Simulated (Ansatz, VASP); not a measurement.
# Co in two plane-wave programs

Aim: how closely do two programs agree when they are given the same cell, functional and k mesh? The cell is a member of a volume series, scaled by 0.94 from a relaxed one, so a pressure remains.

Program: Ansatz 0.2.0. Level of theory: plane waves, with VASP 6.6.1 beside it; single point at PBEsol. Results are calculated unless marked as measured.

### Step 1. The starting structure

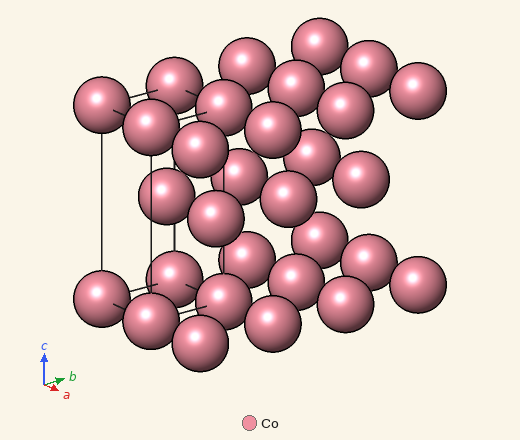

The cell as given, slightly off an axis (cobalt pink). 2×3×1 cells are drawn. Some periodic images of atoms are drawn too.

Structure file:

```xyz
2
Lattice="2.4037 0.0000 0.0000 -1.2018 2.0816 0.0000 0.0000 0.0000 3.8799" Properties=species:S:1:pos:R:3 pbc="T T T"
Co    0.0000    0.0000    0.0000
Co    0.0000    1.3878    1.9400
```

### Step 2. VASP: single point, PBEsol

With cell and atoms fixed, the geometry can't cause a difference; cores, projectors, grids and the points listed under the comparison can.

Lines of VASP's logs that name or quote its potential files are left out, and so is its time.

The input asks for a relaxation, which ended at its first step since no free force or stress exceeded the threshold; so it serves as a single point.

File INCAR:

```
SYSTEM = Co
PREC = Accurate
ENCUT = 450
EDIFF = 1E-07
NELM = 120
ISMEAR = 1
SIGMA = 0.15
LREAL = .FALSE.
ALGO = Normal
GGA = PS
NBANDS = 18
ISPIN = 2
MAGMOM = 1.6 1.6
LASPH = .TRUE.
LMAXMIX = 4
LORBIT = 11
LWAVE = .FALSE.
LCHARG = .FALSE.
KPAR = 2
IBRION = 2
NSW = 40
ISIF = 4
EDIFFG = -0.004
POTIM = 0.4
```

File POSCAR:

```
Co
1.0
    2.4036699262      0.0000000000      0.0000000000
   -1.2018349630      2.0816392183      0.0000000000
    0.0000000000      0.0000000000      3.8799313053
Co
2
Direct
    0.0000000000      0.0000000000      0.0000000000
    0.3333333333      0.6666666667      0.5000000000
```

File KPOINTS:

```
Automatic mesh
0
Gamma
27 27 15
0 0 0
```

The projector-augmented-wave data sets are Co (PBE family, release 64).

Run with:

```bash
mpirun -np 2 vasp_std
```

Numbers of over 12 decimals in the logs are rounded to 6 here.

What it wrote:

```text
[banner, memory and clock lines left out]
running    2 mpi-ranks, on    1 nodes
 distrk:  each k-point on    1 cores,    2 groups
 distr:  one band on    1 cores,    1 groups

 POSCAR found type information on POSCAR Co
 POSCAR found :  1 types and       2 ions
|                                                                             |
|               ----> ADVICE to this user running VASP <----                  |
|                                                                             |
|     You enforced a specific xc type in the INCAR file but a different       |
|     [... a line on the potential file left out ...]
|     I HOPE YOU KNOW WHAT YOU ARE DOING!                                     |
|                                                                             |

 LDA part: xc-table for (Slater+PW92), standard interpolation
 POSCAR, INCAR and KPOINTS ok, starting setup
 FFT: planning ... GRIDC
 FFT: planning ... GRID_SOFT
 FFT: planning ... GRID
 WAVECAR not read
 entering main loop
       N       E                     dE             d eps       ncg     rms          rms(c)
DAV:   1     0.749481962602E+02    0.74948E+02   -0.69188E+03 46200   0.118E+03
DAV:   2    -0.145901382784E+02   -0.89538E+02   -0.81161E+02 43494   0.219E+02
DAV:   3    -0.178399132096E+02   -0.32498E+01   -0.31548E+01 47658   0.536E+01
DAV:   4    -0.178960187612E+02   -0.56106E-01   -0.56063E-01 55948   0.587E+00
DAV:   5    -0.178971060827E+02   -0.10873E-02   -0.10872E-02 49470   0.706E-01    0.177E+01
DAV:   6    -0.157211674536E+02    0.21759E+01   -0.86328E+00 45828   0.635E+01    0.683E+00
DAV:   7    -0.154503407966E+02    0.27083E+00   -0.11593E+00 51020   0.211E+01    0.417E+00
DAV:   8    -0.154253178722E+02    0.25023E-01   -0.16984E-02 58296   0.133E+00    0.217E+00
DAV:   9    -0.154079747549E+02    0.17343E-01   -0.21432E-03 71502   0.823E-01    0.721E-01
DAV:  10    -0.154084989745E+02   -0.52422E-03   -0.18602E-03 60002   0.712E-01    0.132E-01
DAV:  11    -0.154086437754E+02   -0.14480E-03   -0.16299E-04 62120   0.200E-01    0.361E-02
DAV:  12    -0.154086417937E+02    0.19817E-05   -0.55510E-06 53568   0.231E-02    0.196E-02
DAV:  13    -0.154086424537E+02   -0.66002E-06   -0.34752E-06 64096   0.264E-02    0.151E-02
DAV:  14    -0.154086421903E+02    0.26341E-06   -0.57156E-07 61458   0.131E-02    0.749E-04
DAV:  15    -0.154086421132E+02    0.77085E-07   -0.19966E-08 23550   0.151E-03
   1 F= -.15408642E+02 E0= -.15408775E+02  d E =-.154086E+02  mag=     3.0350
 curvature:   0.00 expect dE= 0.000E+00 dE for cont linesearch  0.000E+00
 trial: gam= 0.00000 g(F)=  0.235E-51 g(S)=  0.251E-11 ort = 0.000E+00 (trialstep = 0.100E+01)
 search vector abs. value=  0.103E-09
 reached required accuracy - stopping structural energy minimisation
```

OUTCAR, selected parts (step 2):

```text
ion  position               nearest neighbor table
   1  0.000  0.000  0.000-   2 2.39   2 2.39   2 2.39   2 2.39   2 2.39   2 2.39
   2  0.333  0.667  0.500-   1 2.39   1 2.39   1 2.39   1 2.39   1 2.39   1 2.39

  LATTYP: Found a hexagonal cell.
 ALAT       =     2.4036699262
 C/A-ratio  =     1.6141697589

 Subroutine GETGRP returns: Found 24 space group operations
 (whereof 12 operations were pure point group operations)

The static configuration has the point symmetry D_3h.
 The point group associated with its full space group is D_6h.

 Found    600 irreducible k-points:

   k-points           NKPTS =    600   k-points in BZ     NKDIM =    600   number of bands    NBANDS=     18

   dimension x,y,z NGX =    18 NGY =   18 NGZ =   28
   dimension x,y,z NGXF=    36 NGYF=   36 NGZF=   56

   ENCUT  =  450.0 eV  33.07 Ry    5.75 a.u.   4.16  4.16  6.71*2*pi/ulx,y,z

   NELECT =      18.0000    total number of electrons

 k-points in reciprocal lattice and weights: Automatic mesh
   0.00000000  0.00000000  0.00000000       0.000
   0.03703704  0.00000000  0.00000000       0.001
   0.07407407  0.00000000  0.00000000       0.001
   0.11111111 -0.00000000  0.00000000       0.001
   0.14814815 -0.00000000  0.00000000       0.001
   0.18518519 -0.00000000  0.00000000       0.001
   0.22222222 -0.00000000  0.00000000       0.001
   0.25925926 -0.00000000  0.00000000       0.001
   0.29629630  0.00000000  0.00000000       0.001
[...]
0.33333333  0.29629630  0.46666667       0.002
   0.33333333  0.33333333  0.46666667       0.000

 average (electrostatic) potential at core
       1 -76.5891       2 -76.5891

 E-fermi :  11.7193

 spin component 1
 k-point     1 :       0.0000    0.0000    0.0000
  band No.  band energies     occupation
    ...
      8       9.8021      1.00000
      9       9.8021      1.00000
     10      11.1253      1.00000
     11      11.1253      1.00000
     12      11.5709      1.02402
     13      19.1618      0.00000
     14      34.5687      0.00000
     15      38.0314      0.00000
     16      38.2841      0.00000
     17      38.2841      0.00000
    ...

 k-point     2 :       0.0370    0.0000    0.0000
  band No.  band energies     occupation
    ...
      7       9.4123      1.00000
      8       9.7743      1.00000
      9       9.7843      1.00000
     10      10.7056      1.00000
     11      11.1333      1.00000
     12      12.0508     -0.00383
     13      19.1680      0.00000
     14      34.3148      0.00000
     15      36.8582      0.00000
     16      37.4517      0.00000
    ...

 k-point     3 :       0.0741    0.0000    0.0000
  band No.  band energies     occupation
    ...
      7       9.4828      1.00000
      8       9.6608      1.00000
      9       9.7333      1.00000
     10      10.2215      1.00000
     11      11.1556      1.00000
     12      12.7459     -0.00000
     13      19.1873      0.00000
     14      33.4095      0.00000
     15      35.7708      0.00000
     16      36.2477      0.00000
    ...

 k-point     4 :       0.1111   -0.0000    0.0000
  band No.  band energies     occupation
    ...
      7       9.3669      1.00000
      8       9.5974      1.00000
      9       9.6551      1.00000
     10       9.9314      1.00000
     11      11.1875      1.00000
     12      13.4966     -0.00000
     13      19.2224      0.00000
     14      31.9113      0.00000
     15      35.0543      0.00000
     16      35.1673      0.00000
    ...

 k-point     5 :       0.1481   -0.0000    0.0000
  band No.  band energies     occupation
    ...
      7       9.5045      1.00000
      8       9.5577      1.00000
      9       9.7515      1.00000
     10       9.7899      1.00000
     11      11.2240      1.00002
     12      14.2909     -0.00000
     13      19.2770      0.00000
     14      30.1966      0.00000
     15      33.9081      0.00000
     16      34.7480      0.00000
    ...

 k-point     6 :       0.1852   -0.0000    0.0000
  band No.  band energies     occupation
    ...
      7       9.6331      1.00000
      8       9.6817      1.00000
      9       9.6823      1.00000
     10       9.9390      1.00000
     11      11.2608      1.00007
     12      15.1243      0.00000
     13      19.3544      0.00000
     14      28.4474      0.00000
     15      32.8219      0.00000
     16      34.3433      0.00000
    ...

  Total        2.1188347      2.1188347      2.1188207      0.0000000     -0.0000000      0.0000000
  in kB      174.8651763    174.8651763    174.8640233      0.0000000     -0.0000000      0.0000000
  external PRESSURE =     174.8647919 kB  Pullay stress =       0.0000000 kB

  energy-cutoff  :      450.00
  volume of cell :       19.41
      direct lattice vectors                 reciprocal lattice vectors
     2.403669926  0.000000000  0.000000000     0.416030499  0.240195321  0.000000000
    -1.201834963  2.081639218  0.000000000     0.000000000  0.480390642  0.000000000
     0.000000000  0.000000000  3.879931305     0.000000000  0.000000000  0.257736522

 POSITION                                       TOTAL-FORCE (eV/Angst)
 -----------------------------------------------------------------------------------
      0.00000      0.00000      0.00000        -0.000000     -0.000000      0.000000
     -0.00000      1.38776      1.93997         0.000000      0.000000      0.000000
 -----------------------------------------------------------------------------------
    total drift:                               -0.000000      0.000000     -0.000000

  FREE ENERGIE OF THE ION-ELECTRON SYSTEM (eV)
  ---------------------------------------------------
  free  energy   TOTEN  =       -15.4086421132 eV

  energy  without entropy=      -15.4090401524  energy(sigma->0) =      -15.40877479

 reached required accuracy - stopping structural energy minimisation

 total charge
# of ion       s       p       d       tot
------------------------------------------
    1        0.539   0.630   7.345   8.514
    2        0.539   0.630   7.345   8.514
--------------------------------------------------
tot          1.078   1.260  14.690  17.028

 magnetization (x)
# of ion       s       p       d       tot
------------------------------------------
    1       -0.016  -0.052   1.581   1.513
    2       -0.016  -0.052   1.581   1.513
--------------------------------------------------
tot         -0.032  -0.105   3.161   3.025

[... 6 further parts left out ...]
```

### Step 3. Ansatz: single point, PBEsol

Ansatz runs on its default PAW (the set named soft_2) files.

The same cell, functional, mesh and smearing now go to Ansatz, which takes its cutoff from its data sets.

File input.yaml:

```yaml
crystal:
  lattice:
    - [2.40366993, 0.0, 0.0]
    - [-1.20183496, 2.08163922, 0.0]
    - [0.0, 0.0, 3.87993131]
  atoms:
    - { symbol: Co, position: [0.0, 0.0, 0.0], spin: 1.6 }
    - { symbol: Co, position: [0.33333333, 0.66666667, 0.5], spin: 1.6 }
hamiltonian:
  xc: pbesol
  pseudopotentials: { kind: paw }
magnetization:
  spin_polarized: true
kpoints:
  mp_grid: { grid: [27, 27, 15] }
scf:
  occupations: { method: methfessel_paxton, width: 0.15 }
  n_extra_bands: 7
output:
  forces: true
  stress: true
  eigenvalues: true
```

Run with:

```bash
ansatz run input.yaml --threads 2 --pin off --max-ram 4608MiB --backend cpu --events-out ev --progress --plain --runs-dir out
```

What it wrote:

```text
scf.n_extra_bands = 7 over 17 filled bands (N_el = 34.0): the run solves 24 bands
Engine: ansatz 0.2.0, aarch64-unknown-linux-gnu
Pseudopotentials: kind: paw
Pseudopotential: Co, paw, valence charge 17, recommended cutoff 420 eV (normal), Co.paw.azcp
Functional definition: PBEsol
  exchange = pbesol_x
  correlation = pbesol_c
Crystal: 2 atoms, lattice volume = 19.414 Å³
Basis set: ecut = 420 eV, 379 PW (Γ), exchange–correlation on 36×36×54 points (8 copies of the dense FFT grid, shifted against one another)
Bands: 24, of which v1, the nominal top of the filled ones, is band 17 counted from 1 (16 counted from 0)
Symmetry: 24 space group operations
Space group: P63/mmc (ITA 194), of the structure as read, at distance tolerance 2.7e-5 Å
Magnetic group: BNS 194.263 (UNI 1493), of the structure as read, at distance tolerance 2.7e-5 Å
k-points: 600 of 10935
Non-local potential: Co, projectors of the file, l = 0: 3, l = 1: 2, l = 2: 3, l = 3: 1
PAW form: soft (Blöchl's): semilocal exchange-correlation on the pseudo side does not see the compensation charge
PAW frozen core: Co, regenerated for the run's functional, and the local potential with it (the file was generated under x = pbe(κ = 0.804, μ = 0.219515), c = pbe(β = 0.066725))
PAW one-centre angular grid: Co, 590 points (default); XC on 64 Gauss nodes
Initial density: superposition of atomic densities (chi_scale 0.1, normalization cell)
Starting moments: Σ|m| = 3.2 μB on 2 of 2 sites
Initial wavefunctions: pseudopotential atomic-orbital guess
Functional: x = pbesol(κ = 0.804, μ = 0.123457), c = pbesol(β = 0.046)
SCF iter   1: F=—  HF=-10185.532445 eV  |F-HF|=—  |Δ(HF+E_count)|=         —  Δρ=1.07e-1 (↑9.34e-2 ↓1.07e-1)  dr2=4.31e0  dr2_m=3.52e-2  M=2.730 μB ∫|m|=2.824 μB  β_m=0.30  ethr=3.10e-3  ⟨swp⟩=4.8  Hψ=105244  notcnv=0
Mixer restart at iter 1: flushing history
preconditioner: auto → none  [metal: Δε(μ)=0.001 eV  Ē_g=11.334 eV  σ=0.150 eV  W_gap=0.00  n_scr=2 (ndim 8)  ℏωp=35.8 eV  f_vac=0.000  D(μ)=3.34/eV (n_scr^D=54)  sad-step TF]
SCF iter   2: F=—  HF=-10184.125270 eV  |F-HF|=—  |Δ(HF+E_count)|=    1.41e0  Δρ=6.49e-2 (↑3.01e-2 ↓6.49e-2)  dr2=2.60e-1  dr2_m=3.75e-1  M=3.162 μB ∫|m|=3.301 μB  β_m=0.34  ethr=3.10e-3  ⟨swp⟩=3.0  Hψ=60196  notcnv=0  defer=2192
SCF iter   3: F=—  HF=-10184.727106 eV  |F-HF|=—  |Δ(HF+E_count)|=   6.02e-1  Δρ=4.65e-2 (↑4.65e-2 ↓2.12e-2)  dr2=5.11e-2  dr2_m=1.96e-1  M=3.166 μB ∫|m|=3.337 μB  β_m=0.52  ethr=7.64e-4  ⟨swp⟩=2.0  Hψ=39672  notcnv=0  defer=2192
SCF iter   4: F=—  HF=-10185.622268 eV  |F-HF|=—  |Δ(HF+E_count)|=   8.95e-1  Δρ=2.95e-2 (↑2.95e-2 ↓2.35e-3)  dr2=8.99e-2  dr2_m=4.29e-2  M=3.102 μB ∫|m|=3.306 μB  β_m=0.76  ethr=1.50e-4  ⟨swp⟩=2.2  Hψ=56828  notcnv=0  defer=2196
SCF iter   5: F=—  HF=-10185.904642 eV  |F-HF|=—  |Δ(HF+E_count)|=   2.82e-1  Δρ=1.92e-2 (↑1.92e-2 ↓6.05e-3)  dr2=7.12e-2  dr2_m=7.89e-3  M=3.059 μB ∫|m|=3.288 μB  β_m=0.88  ethr=1.50e-4  ⟨swp⟩=2.2  Hψ=46469  notcnv=0  defer=2257
SCF iter   6: F=—  HF=-10185.919757 eV  |F-HF|=—  |Δ(HF+E_count)|=   1.51e-2  Δρ=4.91e-3 (↑4.91e-3 ↓4.28e-3)  dr2=1.53e-4  dr2_m=3.72e-3  M=3.040 μB ∫|m|=3.277 μB  β_m=0.94  ethr=1.50e-4  ⟨swp⟩=2.3  Hψ=49837  notcnv=0  defer=2291
SCF iter   7: F=—  HF=-10185.920643 eV  |F-HF|=—  |Δ(HF+E_count)|=   8.86e-4  Δρ=2.29e-3 (↑1.29e-3 ↓2.29e-3)  dr2=1.09e-4  dr2_m=5.65e-4  M=3.037 μB ∫|m|=3.279 μB  β_m=0.97  ethr=4.51e-7  ⟨swp⟩=2.0  Hψ=55025  notcnv=0  defer=2151
SCF iter   8: F=—  HF=-10185.920633 eV  |F-HF|=—  |Δ(HF+E_count)|=   1.03e-5  Δρ=7.28e-4 (↑7.23e-4 ↓7.28e-4)  dr2=3.36e-7  dr2_m=9.34e-5  M=3.039 μB ∫|m|=3.282 μB  β_m=0.98  ethr=3.21e-7  ⟨swp⟩=2.3  Hψ=42227  notcnv=0  defer=2202
SCF iter   9: F=—  HF=-10185.911750 eV  |F-HF|=—  |Δ(HF+E_count)|=         —  Δρ=5.35e-4 (↑5.09e-4 ↓5.35e-4)  dr2=1.68e-7  dr2_m=4.84e-5  M=3.043 μB ∫|m|=3.287 μB  β_m=0.98  ethr=9.88e-10  ⟨swp⟩=2.0  Hψ=49107  notcnv=0  defer=2200
Mixer restart at iter 9: flushing history
iteration 9: the input's own smearing fills from here on; a Gaussian of 0.15 eV has filled iterations ahead of it
SCF iter  10: F=—  HF=-10185.911758 eV  |F-HF|=—  |Δ(HF+E_count)|=   7.20e-6  S|Δr|=    0.00e0  Δρ=1.95e-4 (↑1.95e-4 ↓1.64e-4)  dr2=1.09e-7  dr2_m=5.72e-6  M=3.044 μB ∫|m|=3.289 μB  β_m=0.99  ethr=4.94e-10  ⟨swp⟩=2.4  Hψ=48960  notcnv=0  defer=2200
SCF iter  11: F=—  HF=-10185.911759 eV  |F-HF|=—  |Δ(HF+E_count)|=   1.77e-6  S|Δr|=    0.00e0  Δρ=9.60e-5 (↑8.57e-5 ↓9.60e-5)  dr2=3.23e-6  dr2_m=8.47e-9  M=3.045 μB ∫|m|=3.290 μB  β_m=0.66  ethr=2.94e-10  ⟨swp⟩=8.5  Hψ=137063  notcnv=0
SCF iter  12: F=-10185.911759 eV  HF=-10185.911759 eV  |F-HF|=2.99e-8  |Δ(HF+E_count)|=   7.89e-7  S|Δr|=    0.00e0  Δρ=1.61e-5 (↑1.61e-5 ↓9.55e-6)  dr2=4.46e-8  dr2_m=9.64e-9  M=3.045 μB ∫|m|=3.290 μB  ethr=2.94e-10  ⟨swp⟩=3.7  Hψ=125837  notcnv=0
SCF 1 converged in 12 iterations: F = -10185.911759 eV  dr2 = 4.46e-8
  greatest PAW one-centre occupation: 1.001 electrons in one spin orbital (limit 2), on the Co atom at site 1 (counted from 0), in its partial waves of l = 1
this state was not tested for a lower state beside it, because cold or Methfessel-Paxton smearing, or corrected tetrahedra, fill the levels in a way that the test cannot read (fill_not_monotonic; see scf.lower_state_search)
SCF converged after 12 iterations
Magnetization: 3.0446 μB (18.5223 up, 15.4777 down)
Absolute magnetization: 3.2919 μB (∫|ρ↑−ρ↓|, with the PAW one-centre terms)
Spin contamination: 0.0386 ħ² per cell (⟨S²⟩ above its minimum at these occupations)
Per-site moments (μB) at R_I (Å): [(1.579709, 0.983909), (1.579709, 0.983909)]
Free energy (F): -10185.911759 eV
Harris-Foulkes:  -10185.911759 eV  (|F-HF|=2.99e-8)
Internal energy: -10185.912212 eV  (E = F + TS)
E sigma→0 (E₀):  -10185.911872 eV
Entropy (-TS):   0.000453 eV (0.227 meV/atom)
Fermi energy:    21.126667 eV
--- Per-component energies (eV) ---
  E_band       = -406.693689
  E_kinetic    = 914.936225
  E_local      = -5343.669748  (includes V_loc(G=0)·N_el)
  E_nonlocal   = 911.297321
  E_hartree    = 2249.528815
  E_xc         = -318.145501
  E_vxc        = -412.560630  (∫ρ·V_xc dr)
  E_paw        = -2965.976105  (= ΣΔE_a)
  E_vpaw       = -975.734428  (= ΣTr[D̂ρ^β])
  E_aug_tail   = 0.000131  (compensation charges beyond the density's cutoff)
  E_ewald      = -5634.260189
  E_core_change = 0.376838  (= ΣΔE_core)
  E_smearing   = 0.000453  (= −TS)
  E_closure    = 0.000000  (closes the sum)
  Σ components = -10185.911759   (vs F -10185.911759, Δ=0.00e0)
--- Forces (eV/Å), atoms counted from 1 ---
  atom   1  Co    -0.00000000     0.00000000     0.00000000
  atom   2  Co     0.00000000    -0.00000000     0.00000000
  max |Σ_I F_I| component: 9.25e-18 eV/Å
--- Stress (GPa, compression-positive) ---
       18.962699      -0.000000       0.000000
        0.000000      18.962699       0.000000
        0.000000       0.000000      19.076380
  P = ⅓ Tr σ = 19.0006 GPa (190.006 kbar)
--- Band table (eV; the first three rows and the last of 1200) ---
  k-point 0 ↑: bands = [... 13 lower, 18.7780, 18.7780, 19.1966, 19.1966, 20.5346, 20.5346, 20.8847, 28.5159, ... 3 higher]
  k-point 1 ↑: bands = [... 13 lower, 18.7624, 18.7624, 19.2329, 19.2329, 20.5326, 20.5326, 20.6954, 28.7941, ... 3 higher]
  k-point 2 ↑: bands = [... 13 lower, 18.7181, 18.7181, 19.3305, 19.3305, 20.2091, 20.5245, 20.5245, 29.5519, ... 3 higher]
  k-point 599 ↓: bands = [... 13 lower, 19.0836, 20.7857, 20.9264, 22.3562, 22.3562, 28.1340, 28.1340, 29.6458, ... 3 higher]
```

Wall time 29 s (2 threads of Arm Neoverse V2, shared host); peak memory 0.69 GiB; 56 s of CPU time.

The column dr2 measures how far the density is from self-consistency, as an energy; F and HF (Harris–Foulkes) agree once it is small.

The run ends at a pressure of 19.00 GPa.

### Step 4. Differences

Known differences besides the PAW data sets themselves: the data sets hold 34 valence electrons in Ansatz (default PAW (the set named soft_2) files) and 18 in VASP; the cutoff is 420 eV in Ansatz and 450 eV in VASP; Ansatz makes its cores anew for this functional, VASP keeps those of its PBE data sets; site moments are counted in spheres of each program's own size. Total energies have different zeros and are not compared.

The two programs side by side:

```tsv
quantity	Ansatz	VASP	difference
pressure (GPa)	19.00	17.49	+1.51
total moment (μB)	3.04	3.04	+0.01
moment on Co1 (μB)	1.58	1.51	+0.07
moment on Co2 (μB)	1.58	1.51	+0.07
```

Ansatz's pressure holds a Pulay correction of 0.22 GPa; VASP's holds none.

### Step 5. What moves the difference

The difference is large enough to ask for its cause, so further runs change the set-up of one program at a time, as the table lists.

```tsv
run	difference in pressure (GPa)
as above	1.5
cores kept as stored, as VASP does, whose cores stay as stored	1.5
Ansatz's larger PAW set (cutoff 1000 eV)	1.4
norm-conserving potentials (cutoff 1306 eV)	1.4
```

(Continued in part 2 of 2.)

[Lines on the potential files, build, host, timing and source positions are cut from VASP's logs without a mark.]

[Logs are printed without paths, hosts, clocks, repeated set-up lines and the standing remarks that a program may print on its own settings, such as how far it seeks lower states.]

[Hosts, paths, dates, database ids (printed as entryN), source tags and the programs' standing remarks are cut or masked in the printed files.]
